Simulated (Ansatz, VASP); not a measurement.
# Cross-check of ZrGeS between VASP and Ansatz, part 2 of 2

Aim: how closely do two programs agree when they are given the same cell, functional and k mesh?  Valence electrons are named where the data sets of a main pair hold unlike numbers.

VASP 6.6.1 and Ansatz 0.2.0.

So far. Step 3 (Ansatz: single point, r2SCAN): The run ends at a pressure of 1.82 GPa, with forces up to 0.10 eV/Å.

### Step 5. VASP: band structure, r2SCAN

Level of this step: r2SCAN; plane waves and PAW (Zr_sv, Ge_d, S) (VASP).

A single point gives forces, pressure and levels at one fixed geometry, so differences don't come from the geometry; what else differs is listed under the comparison. The cell compared in this pair holds 101.22 Å³, against 105.43 Å³ for the pair before.

Contents of INCAR:

```
SYSTEM = ZrGeS
PREC = Accurate
ENCUT = 410
EDIFF = 1E-06
NELM = 100
ISMEAR = -1
SIGMA = 0.05
LREAL = .FALSE.
ALGO = Normal
METAGGA = R2SCAN
LASPH = .TRUE.
NBANDS = 49
LORBIT = 11
LWAVE = .FALSE.
LCHARG = .FALSE.
KPAR = 4
```

Contents of POSCAR:

```
ZrGeS
1.0
    3.5769939926      0.0000000000      0.0000000000
    0.0000000000      3.5769939926      0.0000000000
    0.0000000000      0.0000000000      7.9106218496
Zr Ge S
2 2 2
Direct
    0.0000000000      0.5000000000      0.2760000000
    0.5000000000      0.0000000000      0.7240000000
    0.0000000000      0.0000000000      0.0000000000
    0.5000000000      0.5000000000      0.0000000000
    0.0000000000      0.5000000000      0.6220000000
    0.5000000000      0.0000000000      0.3780000000
```

Contents of KPOINTS:

```
Automatic mesh
0
Gamma
8 8 4
0 0 0
```

Contents of KPOINTS_OPT:

```
Line mode
16
Line-mode
Reciprocal
  0.00000000   0.00000000   0.00000000 GAMMA
  0.00000000   0.50000000   0.00000000 X

  0.00000000   0.50000000   0.00000000 X
  0.50000000   0.50000000   0.00000000 M

  0.50000000   0.50000000   0.00000000 M
  0.00000000   0.00000000   0.00000000 GAMMA

  0.00000000   0.00000000   0.00000000 GAMMA
  0.00000000   0.00000000   0.50000000 Z

  0.00000000   0.00000000   0.50000000 Z
  0.00000000   0.50000000   0.50000000 R

  0.00000000   0.50000000   0.50000000 R
  0.50000000   0.50000000   0.50000000 A

  0.50000000   0.50000000   0.50000000 A
  0.00000000   0.00000000   0.50000000 Z

  0.00000000   0.50000000   0.00000000 X
  0.00000000   0.50000000   0.50000000 R

  0.50000000   0.50000000   0.00000000 M
  0.50000000   0.50000000   0.50000000 A
```

Potentials, in the order of the species: Zr_sv, Ge_d and S (PBE family, release 64).

Launch:

```
> mpirun -np 4 vasp_std
```

Numbers of over 12 decimals in the logs are rounded to 6 here.

Output:

```text
[banner, memory and clock lines left out]
running    4 mpi-ranks, on    1 nodes
[...]
[... a notice as in an earlier step ...]

 LDA part: xc-table for (None), standard interpolation
 POSCAR, INCAR and KPOINTS ok, starting setup
[...]
entering main loop
       N       E                     dE             d eps       ncg     rms          rms(c)
DAV:   1     0.586816510155E+03    0.58682E+03   -0.25913E+04  6073   0.248E+03
DAV:   2    -0.839435576550E+00   -0.58766E+03   -0.54666E+03  4634   0.705E+02
DAV:   3    -0.105583789804E+03   -0.10474E+03   -0.10104E+03  5449   0.167E+02
DAV:   4    -0.115474066758E+03   -0.98903E+01   -0.96900E+01  7108   0.490E+01
[...]
DAV:  11    -0.969970555183E+02   -0.23513E-03   -0.33997E-04  5856   0.110E-01    0.434E-02
DAV:  12    -0.969970730057E+02   -0.17487E-04   -0.34908E-05  5553   0.423E-02    0.196E-02
DAV:  13    -0.969970736656E+02   -0.65982E-06   -0.58975E-06  5947   0.196E-02
   1 F= -.96997074E+02 E0= -.96992756E+02  d E =-.863462E-02
 Start KPOINTS_OPT (optional k-point list driver)
k-point batch [1-45\144]
       N       E                     dE             ncg
DAV:   1     0.520646012444E+04   -0.57931E+05     6057
DAV:   2    -0.219687472969E+05   -0.27175E+05     4794
DAV:   3    -0.265005768808E+05   -0.45318E+04     5078
DAV:   4    -0.269115413576E+05   -0.41096E+03     6915
[...]
DAV:   8    -0.269261640720E+05   -0.18781E-03     6435
DAV:   9    -0.269261640758E+05   -0.37870E-05     4252
DAV:  10    -0.269261640763E+05   -0.51758E-06     3540
[...]
k-point batch [136-144\144]
       N       E                     dE             ncg
DAV:   1     0.572840971623E+05   -0.19187E+05     1229
DAV:   2     0.518759160163E+05   -0.54082E+04      962
DAV:   3     0.509942126183E+05   -0.88170E+03     1063
DAV:   4     0.509277401953E+05   -0.66472E+02     1346
[...]
DAV:   8     0.509248004093E+05   -0.27977E-04     1238
DAV:   9     0.509248004079E+05   -0.13655E-05      812
DAV:  10     0.509248004078E+05   -0.10428E-06      764
```

From OUTCAR (step 5):

```text
  Total        4.7441179      4.7441179      4.9594037      0.0000000      0.0000000      0.0000000
  in kB       75.0963816     75.0963816     78.5042197      0.0000000      0.0000000      0.0000000
  external PRESSURE =      76.2323276 kB  Pullay stress =       0.0000000 kB

 POSITION                                       TOTAL-FORCE (eV/Angst)
 -----------------------------------------------------------------------------------
      0.00000      1.78850      2.18333         0.000000      0.000000     -0.024284
      1.78850      0.00000      5.72729        -0.000000     -0.000000      0.024284
      0.00000      0.00000      0.00000         0.000000     -0.000000      0.000000
      1.78850      1.78850      0.00000         0.000000      0.000000      0.000000
      0.00000      1.78850      4.92041         0.000000      0.000000     -0.085091
      1.78850      0.00000      2.99022        -0.000000      0.000000      0.085091
 -----------------------------------------------------------------------------------
    total drift:                                0.000000     -0.000000     -0.000000

  FREE ENERGIE OF THE ION-ELECTRON SYSTEM (eV)
  ---------------------------------------------------
  free  energy   TOTEN  =       -96.9970736656 eV

  energy  without entropy=      -96.9884390428  energy(sigma->0) =      -96.99275635

[... 3 further parts left out ...]
[key lines of the parts left out:]
E-fermi :  10.0920
```

Spin-orbit coupling is off here; it would split degenerate levels.

### Step 6. Ansatz: band structure, r2SCAN

The same cell, functional, mesh and smearing now go to Ansatz, which takes its cutoff from its data sets.

The cell is taken from a series of VASP runs on this material, whose earlier steps may have relaxed, scaled or displaced it; both programs get it as it stands.

Contents of input.yaml:

```yaml
crystal:
  lattice:
    - [3.5769939926, 0.0, 0.0]
    - [0.0, 3.5769939926, 0.0]
    - [0.0, 0.0, 7.9106218496]
  atoms:
    - { symbol: Zr, position: [0.0, 0.5, 0.276] }
    - { symbol: Zr, position: [0.5, 0.0, 0.724] }
    - { symbol: Ge, position: [0.0, 0.0, 0.0] }
    - { symbol: Ge, position: [0.5, 0.5, 0.0] }
    - { symbol: S, position: [0.0, 0.5, 0.622] }
    - { symbol: S, position: [0.5, 0.0, 0.378] }
hamiltonian:
  xc: r2scan
  pseudopotentials: { kind: paw }
kpoints:
  mp_grid: { grid: [8, 8, 4] }
  band_path:
    path:
      - [0.0, 0.0, 0.0]
      - [0.0, 0.13333, 0.0]
      - [0.0, 0.3, 0.0]
      - [0.0, 0.46667, 0.0]
      - [0.1, 0.5, 0.0]
      - [0.26667, 0.5, 0.0]
      - [0.43333, 0.5, 0.0]
      - [0.43333, 0.43333, 0.0]
      - [0.26667, 0.26667, 0.0]
      - [0.1, 0.1, 0.0]
      - [0.0, 0.0, 0.03333]
      - [0.0, 0.0, 0.2]
      - [0.0, 0.0, 0.36667]
      - [0.0, 0.0, 0.5]
      - [0.0, 0.16667, 0.5]
      - [0.0, 0.3, 0.5]
      - [0.0, 0.46667, 0.5]
      - [0.1, 0.5, 0.5]
      - [0.26667, 0.5, 0.5]
      - [0.43333, 0.5, 0.5]
      - [0.43333, 0.43333, 0.5]
      - [0.26667, 0.26667, 0.5]
      - [0.1, 0.1, 0.5]
      - [0.0, 0.5, 0.03333]
      - [0.0, 0.5, 0.2]
      - [0.0, 0.5, 0.36667]
      - [0.5, 0.5, 0.0]
      - [0.5, 0.5, 0.16667]
      - [0.5, 0.5, 0.33333]
      - [0.5, 0.5, 0.5]
    npoints: 1
scf:
  occupations: { method: fermi_dirac, width: 0.05 }
  n_extra_bands: 9
output:
  forces: true
  stress: true
  eigenvalues: true
```

Launch:

```
> ansatz run input.yaml --threads 4 --pin off --max-ram 9216MiB --backend cpu --events-out ev --progress --plain --runs-dir out
```

Output:

```text
[...]
Crystal: 6 atoms, lattice volume = 101.216 Å³
Basis set: ecut = 500 eV, 2605 PW (Γ), exchange–correlation on 108×108×240 points (64 copies of the dense FFT grid, shifted against one another)
Bands: 41, of which v1, the nominal top of the filled ones, is band 32 counted from 1 (31 counted from 0)
Symmetry: 16 space group operations
[...]
k-points: 45 of 256
[...]
k-point 0: bands = [... 28 lower, 11.8308, 11.8308, 11.9021, 13.0955, 14.2913, 15.1553, 15.4662, 15.6956, ... 5 higher]
  k-point 1: bands = [... 28 lower, 11.7403, 11.8397, 11.8397, 12.3567, 14.5543, 15.4372, 15.4782, 15.7098, ... 5 higher]
  k-point 2: bands = [... 28 lower, 11.2473, 11.5846, 11.8477, 11.8477, 14.8274, 15.4919, 15.6944, 15.8752, ... 5 higher]
  k-point 44: bands = [... 28 lower, 10.3279, 10.3279, 11.6943, 11.6943, 16.2146, 16.2146, 17.3137, 17.3137, ... 5 higher]
[key lines of the parts left out:]
SCF converged after 8 iterations
Free energy (F): -18815.228842 eV
Fermi energy:    14.468541 eV
P = ⅓ Tr σ = 7.8248 GPa (78.248 kbar)
```

The job ended after 10 s (4 threads of Arm Neoverse V1, shared host; peak memory 0.71 GiB; 39 s of CPU time).

### Step 7. Side by side

Both answers:

```
                                        quantity  Ansatz  VASP  difference
                                  pressure (GPa)    7.82  7.62       +0.20
pressure without Ansatz's Pulay correction (GPa)    7.76  7.62       +0.13
```

Forces (eV/Å; atoms numbered as in POSCAR):

```
atom        Ansatz x, y, z          VASP x, y, z
 Zr1  0.000, 0.000, -0.025  0.000, 0.000, -0.024
 Zr2   0.000, 0.000, 0.025   0.000, 0.000, 0.024
 Ge3   0.000, 0.000, 0.000   0.000, 0.000, 0.000
 Ge4   0.000, 0.000, 0.000   0.000, 0.000, 0.000
  S5  0.000, 0.000, -0.087  0.000, 0.000, -0.085
  S6   0.000, 0.000, 0.087   0.000, 0.000, 0.085
```

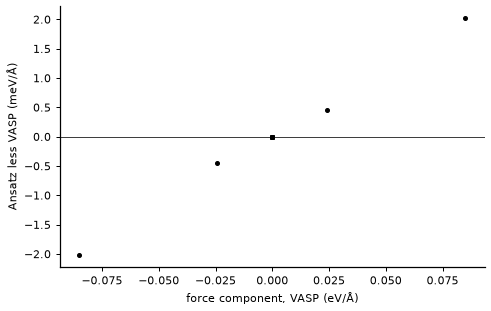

Difference of the force components against their size.

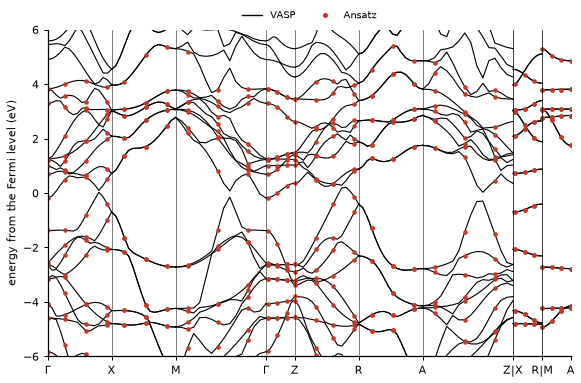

Bands from VASP (lines) and levels from Ansatz (dots). Dots without a line are higher empty bands that the VASP plot leaves out.

The forces differ by 0.7 meV/Å r.m.s., which is 2.3 % of the r.m.s. force of 0.029 eV/Å (both taken over all components). Levels from 3 eV below to 2 eV above the Fermi level differ by 3 meV r.m.s. and 8 meV at most; each VASP level is matched to the nearest of Ansatz, which flatters the figure a little. Ansatz's pressure holds a Pulay correction of 0.07 GPa; VASP's holds none.

### Step 8. Summary of results

```yaml
r_m_s_force_difference_single_point_r2scan: 0.81 meV/Å
r_m_s_difference_of_levels_near_the_fermi_level_band_structure_r2scan: 3.5 meV
```

In words: The r.m.s. force difference is 0.81 meV/Å (single point, r2SCAN), within the 12 meV/Å picked in this series as the mark of a large difference. 1 further run of this series is not shown here. How closely two codes agree says nothing of how well the functional describes the real material.

[Lines on the potential files, build, host, timing and source positions are cut from VASP's logs without a mark.]

[Logs are printed without paths, hosts, clocks, repeated set-up lines and the standing remarks that a program may print on its own settings, such as how far it seeks lower states.]

[Hosts, paths, dates, database ids (printed as entryN), source tags and the programs' standing remarks are cut or masked in the printed files.]
